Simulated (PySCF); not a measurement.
**CH$_{8}$GeN$_{2}$OSi (SMILES O=CN[SiH2][NH][GeH3]): density, localisation and related maps**

```yaml
atoms:
  - { symbol: O, position_ang: [1.0280, 0.2325, -1.3130] }
  - { symbol: C, position_ang: [1.9272, 0.3555, -0.5068] }
  - { symbol: N, position_ang: [1.8246, -0.0418, 0.7856] }
  - { symbol: Si, position_ang: [0.3177, -0.8441, 1.3202] }
  - { symbol: N, position_ang: [-1.1057, 0.0941, 1.1385] }
  - { symbol: Ge, position_ang: [-2.0352, 0.3806, -0.4376] }
  - { symbol: H, position_ang: [2.9092, 0.8101, -0.7818] }
  - { symbol: H, position_ang: [2.6283, 0.1092, 1.3852] }
  - { symbol: H, position_ang: [0.5853, -1.1034, 2.7652] }
  - { symbol: H, position_ang: [0.1847, -2.1028, 0.5415] }
  - { symbol: H, position_ang: [-1.3217, 0.7497, 1.8836] }
  - { symbol: H, position_ang: [-1.5730, 1.6568, -1.1609] }
  - { symbol: H, position_ang: [-1.8510, -0.8684, -1.3051] }
  - { symbol: H, position_ang: [-3.5186, 0.5448, -0.0371] }
```

Geometry: PBE0-D3(BJ)/def2-SVP.

All numbers below come from PySCF 2.14.0, PBE0/def2-SVPD, SCF density, gas phase.

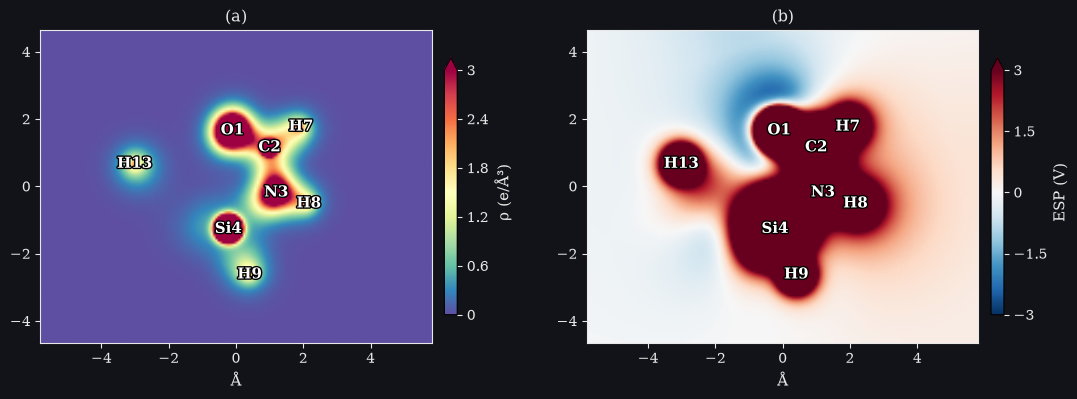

Figure 1. (a) electron density; (b) molecular electrostatic potential on the plane of atoms N3, C2 and H7.

Read the bonding off the picture.

Answer. Atoms in the plane: O, C, N, Si and H. C–O (1.21 Å): ρ is about 3.3 e/Å³ halfway. C–N (1.36 Å): ρ at the midpoint is about 2.4 e/Å³. N–H (1.01 Å): the density is about 2.8 e/Å³ at the midpoint. Si–N (1.79 Å): ρ is about 0.97 e/Å³ halfway. C–H (1.12 Å): ρ is about 2 e/Å³ halfway. Outside the dense part of the molecule the potential is most negative (−2.3 V) near O1.

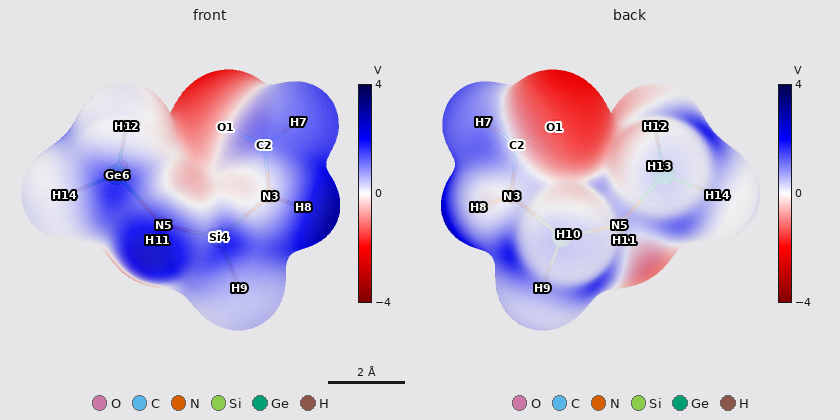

Figure 2. The electrostatic potential painted on the density surface at 0.004 e/bohr³, seen from the front and from behind; the colour scale runs from red (negative) to blue (positive).

Which sites attract a positive test charge, and which a negative one?

Answer. A positive charge is drawn to the negative regions and a negative charge to the positive ones. The most negative region (about −2.0 V) lies over O1, the most positive (about +3.0 V) over H8. O1 is the likeliest acceptor of a hydrogen bond.

How polar is the molecule by this calculation?

Answer. Its dipole moment is 3.29 D.
